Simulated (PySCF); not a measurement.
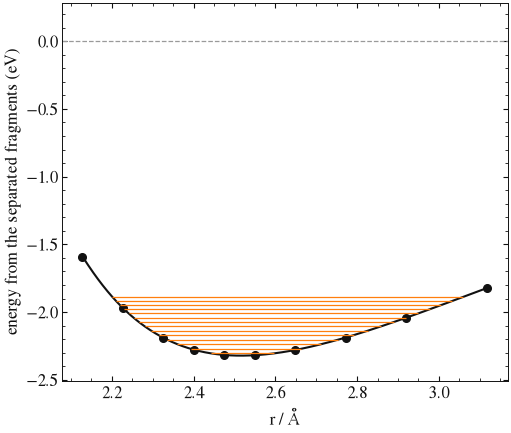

Bond curve of AlGe, quartet (excess alpha electrons: σ +1, πx +1, πy +1). BLYP/6-311G(d,p), PySCF, UKS. One reference determinant with the occupation held, the lowest that a PBE0 search over spins and occupations found; no spin-orbit coupling. Zero is the separated fragments in their ground configurations, without counterpoise. 2 further points of the run are not drawn. Horizontal lines: vibrational levels from ωe and ωexe, starting at v = 0.

Q: What constants does a Dunham fit to the curve give (main isotopes)?

A: re = 2.516 Å, ωe = 279 cm⁻¹, ωexe = 1.4 cm⁻¹, De = 2.32 eV, Be = 0.135 cm⁻¹.

Q: How much does zero-point motion take off the well depth?

A: 0.017 eV (139 cm⁻¹): De = 2.32 eV, D0 = 2.30 eV.

Caveats: lowest determinant of a PBE0 search, another state may lie lower; no scalar relativity; spin-orbit coupling is left out; it can lower the fragment Ge more than the molecule, and De with it.
